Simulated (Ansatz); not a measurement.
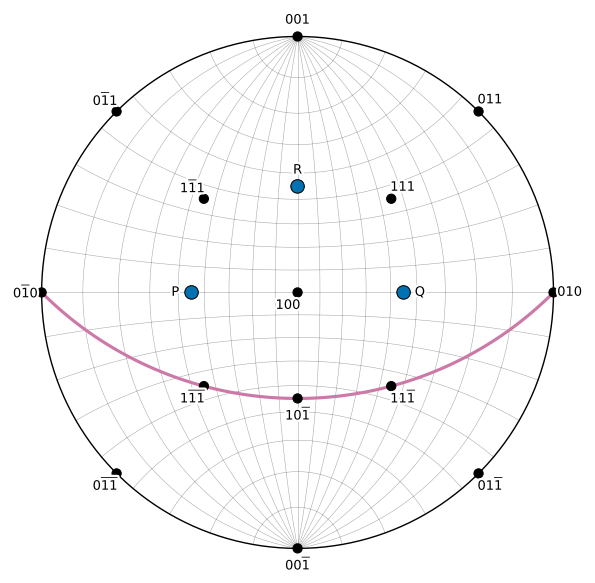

Stereographic projection of plane normals (upper hemisphere) centred on (1 0 0). Crystal: HfO2, coordinates from a relaxation with DFT r2SCAN, scalar-relativistic, plane waves, PAW in Ansatz 0.2.0. All values are computed from the atomic coordinates in the standard setting (tolerance 0.002 Å).

a = 5.058 Å, b = 5.058 Å, c = 5.058 Å, α = 90.00°, β = 90.00°, γ = 90.00°.

### Index the poles marked P, Q, R.

P is (1 −1 0), 45.0° from the centre; Q is (1 1 0), 45.0° from the centre; R is (1 0 1), 45.0° from the centre.

### Which zone does the coloured great circle trace?

The zone [1 0 1]: its poles satisfy h + l = 0.

### What is the angle between the normals of (1 1 −1) and (1 0 1), and what are their d_hkl = 1/|g|?

90.0°; d = 2.920 Å and 3.577 Å.
